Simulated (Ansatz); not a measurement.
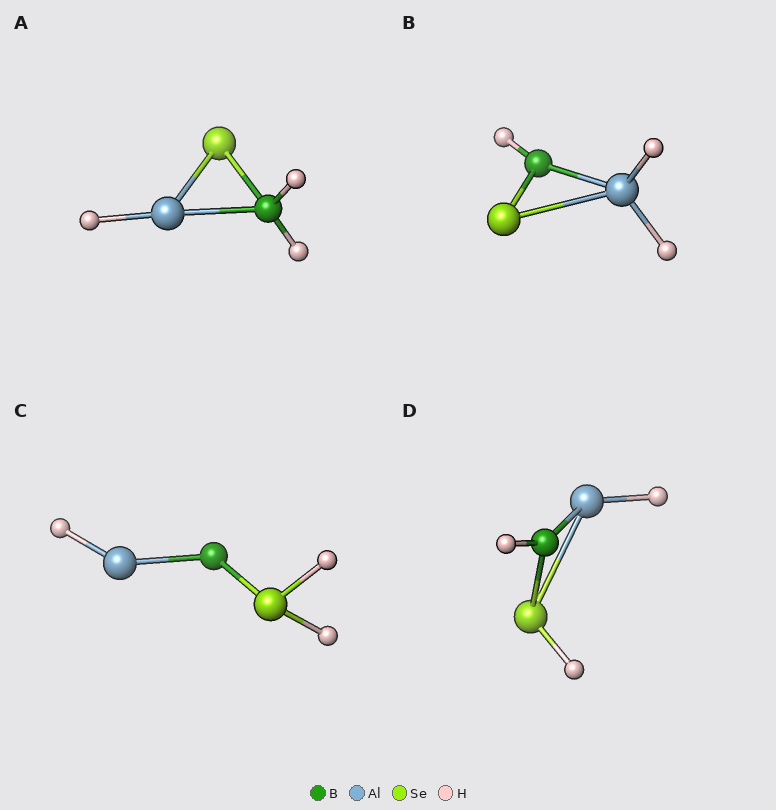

4 stationary structures of one formula. State: charge −1, singlet. Geometries: PBE-D4/def2-SVPD. Electronic energies: PBE-D4/def2-SVPD (Ansatz 0.2.0), without zero-point energy. No frequency run is at hand to confirm each as a minimum.

Which is lowest in energy, and by how much?

Answer. A is lowest (Cs); B lies 4.4 kJ/mol above it (Cs), D lies 209.2 kJ/mol above it (C1), C lies 473.0 kJ/mol above it (Cs).
